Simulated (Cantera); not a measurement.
A closed system holds: 1 mol Si, 3.6 mol NF₃, 1.4 mol N₂, at 105 Torr.

Cantera equilibrium calculation (NASA polynomials, part measured and part estimated; ideal gas, pure solids and liquids). Candidate condensed phases: Si, Si₃N₄; 16 gas species. Equilibrium is a limit: real reactors are often held back by kinetics, nucleation or transport.

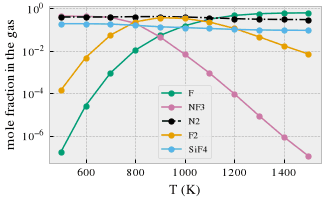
Figure. Equilibrium gas composition (values under 1e-9 drawn at 1e-9)

### Question
Read off the mole fractions at 1300 K.

### Answer
F about 0.56, N₂ about 0.30, SiF₄ about 0.095, F₂ about 0.045, NF₃ about 8.7e-6.
